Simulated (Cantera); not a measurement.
Feed: 1 mol CF4, held at 6.20 Pa.

These are equilibrium values from Cantera (NASA tables, ideal gas, pure condensed phases), not measurements of a reactor. Candidate condensed phases: C; 13 gas species. Kinetics and transport are ignored.

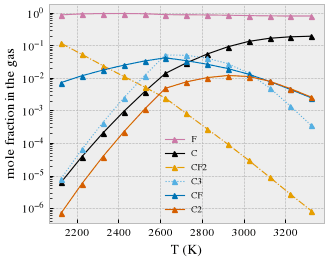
Figure: Equilibrium gas composition (values under 1e-9 drawn at 1e-9)

From 2125 K to 2625 K the condensed part is C(graphite). From 2725 K to 3325 K nothing is condensed. The main C-bearing gas is CF2 at 2125 K and C at 3325 K.
